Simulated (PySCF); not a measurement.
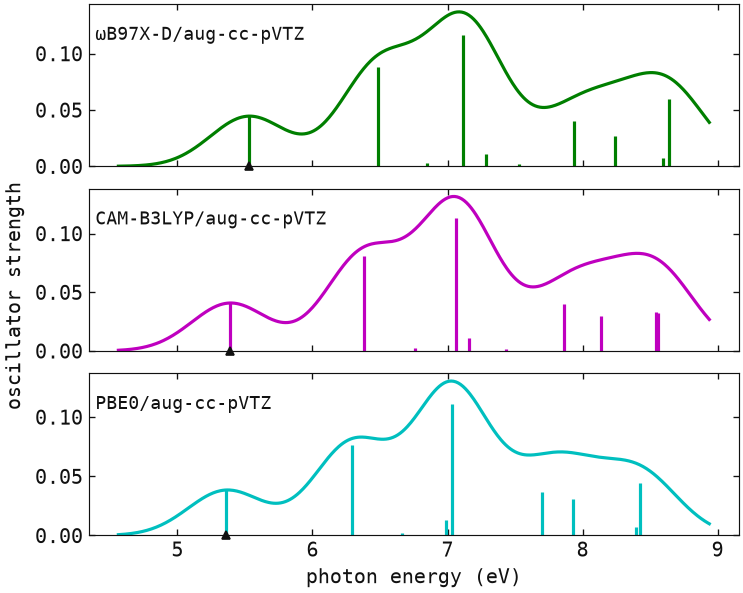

Vertical TDDFT spectra of PH₃O (trivalent P–OH tautomer), SMILES OP at one geometry and several levels (PySCF, at a PBE0-D3(BJ)/def2-TZVP geometry (no frequency check)); sticks with Gaussians of 1/e half-width 0.40 eV, the triangle marks S1, which has the same leading orbital pair at all these levels. Only the lowest states were computed, so the high end is incomplete.

**Order the levels by their S1 energy.**

From lowest to highest: PBE0/aug-cc-pVTZ 5.36 eV, CAM-B3LYP/aug-cc-pVTZ 5.39 eV, ωB97X-D/aug-cc-pVTZ 5.53 eV; a spread of 0.17 eV.

Caveats, for all or some of the runs: core orbitals are frozen in the response; states above the negative HOMO energy depend on the basis.
